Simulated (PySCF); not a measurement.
Geometry relaxation of Si$_{3}$H$_{5}$Cl$_{3}$O$_{3}$ (part 1 of 2)

The run: geometry relaxation of Si$_{3}$H$_{5}$Cl$_{3}$O$_{3}$, SMILES O[SiH2]O[SiH2]O[Si](Cl)(Cl)Cl. Method and program: PBE0-D3(BJ)/def2-SVP geometry optimisation, gas phase (PySCF 2.14.0).

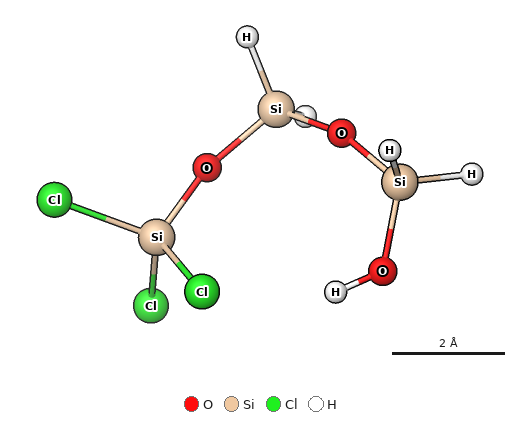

Figure 1. The structure as given in the input (ball-and-stick view, seen at a tilt). Bond lengths as drawn: Cl–Si 1.99 to 2.02 Å, H–O 0.95 Å, H–Si 1.44 to 1.46 Å and O–Si 1.59 to 1.64 Å.

Input:
```
{"job": {"xc": "PBE0", "basis": "def2-SVP", "d3": "d3bj", "grid": 2, "kind": "geom", "shake": 0.01}, "charge": 0, "multiplicity": 1}
O     -1.403181    -1.010190    -1.813140
Si    -2.269385    -0.290049    -0.637841
O     -1.353789     0.043610     0.667177
Si    -0.107427     0.099351     1.729087
O      1.283371     0.275762     0.917817
Si     2.363679     0.373094    -0.238155
Cl     3.467590    -1.313278    -0.223184
Cl     3.509350     1.996402     0.093691
Cl     1.441951     0.560530    -1.996354
H     -0.630262    -0.613697    -2.188313
H     -2.802399     1.020433    -0.990045
H     -3.196813    -1.313476    -0.222243
H     -0.023659    -1.167272     2.405617
H     -0.285503     1.324172     2.510296
```

The first line tells a small driver script what to run in PySCF; the rest is the geometry in Å.

Machine: 1 CPU thread, shared host.

Launched with:
```bash
OMP_NUM_THREADS=1 python <driver script> task.json out
```

Log:
```
step   0  E = -2476.20333212  max force = 0.029018
step   1  E = -2476.21388125  max force = 0.003606
step   2  E = -2476.21417071  max force = 0.002046
step   3  E = -2476.21433291  max force = 0.003753
step   4  E = -2476.21459896  max force = 0.002046
step   5  E = -2476.21499969  max force = 0.002820
step   6  E = -2476.21528102  max force = 0.004007
step   7  E = -2476.21559121  max force = 0.002334
step   8  E = -2476.21577040  max force = 0.001175
step   9  E = -2476.21586573  max force = 0.001179
step  10  E = -2476.21589530  max force = 0.001086
step  11  E = -2476.21593483  max force = 0.001005
step  12  E = -2476.21600369  max force = 0.001350
step  13  E = -2476.21611095  max force = 0.001425
step  14  E = -2476.21620243  max force = 0.001010
step  15  E = -2476.21623977  max force = 0.000862
step  16  E = -2476.21624693  max force = 0.000437
optimisation converged
```

Trajectory as extended XYZ (Å, eV, eV/Å), 17 frames, from step=0 to step=16:
```
14
Properties=species:S:1:pos:R:3:forces:R:3 step=0 energy=-67380.92473
O    -1.4032   -1.0102   -1.8131   -0.4013  -0.7369  -0.3339
Si   -2.2694   -0.2900   -0.6378    0.2596   0.0061   0.0807
O    -1.3538    0.0436    0.6672    0.6945   0.2268   0.8836
Si   -0.1074    0.0993    1.7291   -1.4922   0.3774  -0.3847
O     1.2834    0.2758    0.9178    0.5397   0.0990   0.0673
Si    2.3637    0.3731   -0.2382    0.7210  -0.1116   0.5311
Cl    3.4676   -1.3133   -0.2232    0.3573  -0.3381  -0.1091
Cl    3.5093    1.9964    0.0937    0.3691   0.3575  -0.0281
Cl    1.4420    0.5605   -1.9964   -0.4403   0.2338  -1.3329
H    -0.6303   -0.6137   -2.1883    0.6578   0.4411  -0.2899
H    -2.8024    1.0204   -0.9900   -0.4651   0.4104  -0.4016
H    -3.1968   -1.3135   -0.2222   -0.8566  -0.4225   0.0769
H    -0.0237   -1.1673    2.4056    0.0513  -0.6933   0.7353
H    -0.2855    1.3242    2.5103    0.0051   0.1502   0.5053
14
Properties=species:S:1:pos:R:3:forces:R:3 step=1 energy=-67381.21179
O    -1.4058   -1.0426   -1.8020    0.0195  -0.0745   0.0189
Si   -2.3041   -0.3169   -0.6251    0.1484   0.0175  -0.0396
O    -1.3805    0.0522    0.7056   -0.0790   0.0250  -0.0545
Si   -0.1328    0.1017    1.7551   -0.0126   0.1114  -0.1618
O     1.3010    0.2706    0.9122   -0.0636  -0.0244   0.0288
Si    2.4096    0.3829   -0.2447    0.0784   0.0239  -0.1854
Cl    3.5550   -1.3011   -0.3073   -0.0610   0.0555   0.0036
Cl    3.6075    2.0036    0.0602   -0.0563  -0.0615   0.0170
Cl    1.5159    0.6258   -2.0957    0.0419  -0.0129   0.1674
H    -0.6254   -0.5897   -2.1412    0.0003   0.0534   0.0235
H    -2.9009    0.9685   -1.0794   -0.0110   0.0146  -0.0007
H    -3.3285   -1.3120   -0.2426   -0.0820  -0.0205   0.0396
H    -0.0483   -1.1657    2.5122    0.0491  -0.0518   0.0967
H    -0.2689    1.3072    2.6088    0.0278  -0.0557   0.0466
14
Properties=species:S:1:pos:R:3:forces:R:3 step=2 energy=-67381.21967
O    -1.3496   -1.0549   -1.7783   -0.0272  -0.0828   0.0137
Si   -2.2825   -0.3175   -0.6366    0.0575  -0.0289  -0.0370
O    -1.3873    0.0626    0.7083   -0.0605   0.0644   0.0666
Si   -0.1426    0.1065    1.7620    0.0123  -0.0165  -0.1052
O     1.2861    0.2691    0.9122   -0.0108  -0.0199   0.0260
Si    2.3823    0.3822   -0.2565    0.0380   0.0144  -0.0589
Cl    3.5061   -1.3118   -0.3509   -0.0293   0.0245  -0.0053
Cl    3.5938    1.9881    0.0562   -0.0194  -0.0291   0.0057
Cl    1.4592    0.6540   -2.0834    0.0557   0.0260   0.0453
H    -0.5638   -0.5943   -2.0945   -0.0046   0.0376   0.0007
H    -2.8689    0.9653   -1.1143    0.0006  -0.0028  -0.0096
H    -3.3233   -1.3050   -0.2622   -0.0202   0.0196   0.0025
H    -0.0549   -1.1629    2.5251    0.0195   0.0116   0.0301
H    -0.2611    1.3031    2.6288   -0.0115  -0.0181   0.0254
14
Properties=species:S:1:pos:R:3:forces:R:3 step=3 energy=-67381.22408
O    -1.3220   -1.1258   -1.7317    0.0711  -0.0258  -0.0424
Si   -2.2792   -0.3304   -0.6516   -0.1722  -0.0732   0.0715
O    -1.4114    0.0870    0.6983    0.0180   0.1350   0.1506
Si   -0.1581    0.1171    1.7432    0.1183  -0.1930   0.0895
O     1.2716    0.2723    0.8962   -0.0288  -0.0432  -0.0424
Si    2.3800    0.4029   -0.2608   -0.0397   0.0418   0.0976
Cl    3.4489   -1.3156   -0.4202    0.0359  -0.0656  -0.0192
Cl    3.6228    1.9579    0.1414    0.0729   0.0488   0.0193
Cl    1.4816    0.7881   -2.0691   -0.0890  -0.0223  -0.0828
H    -0.5334   -0.6622   -2.0386    0.0005   0.0150  -0.0528
H    -2.8460    0.9400   -1.1867    0.0471  -0.0261  -0.0305
H    -3.3519   -1.2848   -0.2572    0.0788   0.0662  -0.0529
H    -0.0713   -1.1562    2.5147   -0.0179   0.0898  -0.0863
H    -0.2379    1.2940    2.6382   -0.0950   0.0523  -0.0191
14
Properties=species:S:1:pos:R:3:forces:R:3 step=4 energy=-67381.23132
O    -1.2880   -1.1277   -1.7211    0.0486  -0.0202   0.0047
Si   -2.2601   -0.3309   -0.6532   -0.0737  -0.0439   0.0181
O    -1.4126    0.0954    0.7087   -0.0587   0.0991   0.0769
Si   -0.1618    0.1182    1.7556    0.0808  -0.1052   0.0592
O     1.2646    0.2709    0.9030    0.0104  -0.0231  -0.0108
Si    2.3628    0.4020   -0.2639   -0.0294   0.0217   0.0960
Cl    3.4195   -1.3232   -0.4444    0.0230  -0.0432  -0.0170
Cl    3.6221    1.9475    0.1300    0.0412   0.0225   0.0066
Cl    1.4413    0.7952   -2.0603   -0.0484   0.0089  -0.0787
H    -0.5042   -0.6572   -2.0310   -0.0193   0.0054  -0.0430
H    -2.8190    0.9339   -1.2067    0.0367  -0.0009  -0.0194
H    -3.3359   -1.2819   -0.2741    0.0351   0.0182  -0.0205
H    -0.0808   -1.1534    2.5226    0.0031   0.0311  -0.0446
H    -0.2543    1.2957    2.6509   -0.0493   0.0298  -0.0276
14
Properties=species:S:1:pos:R:3:forces:R:3 step=5 energy=-67381.24222
O    -1.1837   -1.1710   -1.6572    0.0178   0.0078   0.0771
Si   -2.2073   -0.3392   -0.6615    0.0397  -0.0093  -0.0437
O    -1.4326    0.1352    0.7310   -0.1450   0.0523  -0.0117
Si   -0.1811    0.1291    1.7778    0.0111  -0.0058   0.0306
O     1.2383    0.2711    0.9134    0.0944   0.0141   0.0278
Si    2.3137    0.4109   -0.2740   -0.0252  -0.0146   0.0944
Cl    3.3003   -1.3444   -0.5520    0.0022  -0.0079  -0.0143
Cl    3.6416    1.8940    0.1406    0.0019  -0.0084  -0.0126
Cl    1.3492    0.8964   -2.0268    0.0056   0.0508  -0.0726
H    -0.4180   -0.6836   -1.9881   -0.0567  -0.0191  -0.0415
H    -2.7302    0.9025   -1.2939    0.0292   0.0240  -0.0047
H    -3.3024   -1.2708   -0.3089   -0.0155  -0.0464   0.0135
H    -0.1126   -1.1454    2.5318    0.0248  -0.0462   0.0009
H    -0.2817    1.2997    2.6837    0.0157   0.0089  -0.0433
14
Properties=species:S:1:pos:R:3:forces:R:3 step=6 energy=-67381.24988
O    -0.9758   -1.2760   -1.4797    0.0490   0.1252   0.1064
Si   -2.0951   -0.3614   -0.6670    0.0875   0.0490  -0.0673
O    -1.4855    0.2322    0.7676   -0.1934  -0.0601  -0.1815
Si   -0.2260    0.1578    1.8074   -0.0600   0.1009   0.0239
O     1.1827    0.2796    0.9249    0.2060   0.0707   0.1171
Si    2.2122    0.4410   -0.3003   -0.0582  -0.0129   0.0198
Cl    3.0032   -1.3634   -0.8079    0.0060   0.0227  -0.0027
Cl    3.7022    1.7462    0.1651   -0.0501  -0.0385  -0.0115
Cl    1.1912    1.1721   -1.9357    0.0565   0.0179  -0.0263
H    -0.2584   -0.7789   -1.8956   -0.1090  -0.0630  -0.0298
H    -2.5253    0.8155   -1.4675    0.0207   0.0447   0.0028
H    -3.2287   -1.2549   -0.3625   -0.0822  -0.1150   0.0515
H    -0.1806   -1.1326    2.5251    0.0332  -0.1295   0.0531
H    -0.3226    1.3075    2.7421    0.0939  -0.0122  -0.0556
14
Properties=species:S:1:pos:R:3:forces:R:3 step=7 energy=-67381.25832
O    -1.0316   -1.2458   -1.5286    0.0045   0.0497   0.0942
Si   -2.1314   -0.3593   -0.6633    0.0877   0.0038  -0.0490
O    -1.4763    0.2124    0.7585   -0.0807  -0.0296  -0.0769
Si   -0.2137    0.1526    1.7996   -0.0908   0.0559  -0.0410
O     1.2050    0.2831    0.9321    0.1200   0.0582   0.0877
Si    2.2459    0.4353   -0.2836   -0.0351  -0.0451  -0.0433
Cl    3.0846   -1.3631   -0.7359   -0.0049   0.0297   0.0089
Cl    3.7035    1.7800    0.1712   -0.0469  -0.0257  -0.0109
Cl    1.2427    1.1069   -1.9570    0.0525   0.0233   0.0009
H    -0.3288   -0.7436   -1.9599   -0.0436  -0.0158  -0.0191
H    -2.5944    0.8299   -1.4280    0.0016   0.0289   0.0157
H    -3.2426   -1.2770   -0.3316   -0.0407  -0.0534   0.0222
H    -0.1583   -1.1384    2.5220    0.0135  -0.0672   0.0315
H    -0.3111    1.3115    2.7205    0.0627  -0.0128  -0.0209
14
Properties=species:S:1:pos:R:3:forces:R:3 step=8 energy=-67381.26320
O    -1.0143   -1.2390   -1.5142   -0.0026   0.0080   0.0452
Si   -2.1324   -0.3652   -0.6624    0.0305  -0.0151  -0.0201
O    -1.4866    0.2221    0.7557    0.0078   0.0005   0.0094
Si   -0.2202    0.1584    1.7954   -0.0604  -0.0150  -0.0431
O     1.2066    0.2918    0.9395    0.0497   0.0524   0.0485
Si    2.2443    0.4347   -0.2800   -0.0244  -0.0471  -0.0571
Cl    3.0698   -1.3685   -0.7365   -0.0108   0.0166   0.0061
Cl    3.7131    1.7632    0.1800   -0.0135   0.0022  -0.0006
Cl    1.2581    1.1243   -1.9565    0.0290   0.0082   0.0166
H    -0.3399   -0.7286   -1.9783   -0.0040   0.0006  -0.0175
H    -2.6052    0.8160   -1.4343   -0.0121   0.0063   0.0112
H    -3.2303   -1.3004   -0.3216   -0.0051  -0.0068  -0.0063
H    -0.1623   -1.1397    2.5119   -0.0101  -0.0088   0.0085
H    -0.3070    1.3155    2.7173    0.0260  -0.0021  -0.0009
14
Properties=species:S:1:pos:R:3:forces:R:3 step=9 energy=-67381.26579
O    -0.9557   -1.2412   -1.4706    0.0062  -0.0009  -0.0019
Si   -2.1105   -0.3746   -0.6623   -0.0255  -0.0206   0.0079
O    -1.5036    0.2489    0.7576    0.0575   0.0074   0.0233
Si   -0.2352    0.1695    1.7964   -0.0081  -0.0513  -0.0251
O     1.1990    0.3071    0.9512   -0.0039   0.0551   0.0309
Si    2.2233    0.4391   -0.2811   -0.0189  -0.0352  -0.0606
Cl    2.9913   -1.3780   -0.7788   -0.0068   0.0027  -0.0016
Cl    3.7336    1.7162    0.1867    0.0105   0.0097   0.0099
Cl    1.2486    1.1906   -1.9373    0.0062  -0.0074   0.0245
H    -0.3204   -0.7288   -1.9841    0.0150   0.0054  -0.0068
H    -2.5880    0.7833   -1.4663   -0.0145  -0.0082   0.0074
H    -3.1959   -1.3270   -0.3218    0.0084   0.0178  -0.0169
H    -0.1824   -1.1389    2.4979   -0.0222   0.0226  -0.0006
H    -0.3103    1.3182    2.7284   -0.0039   0.0028   0.0095
```
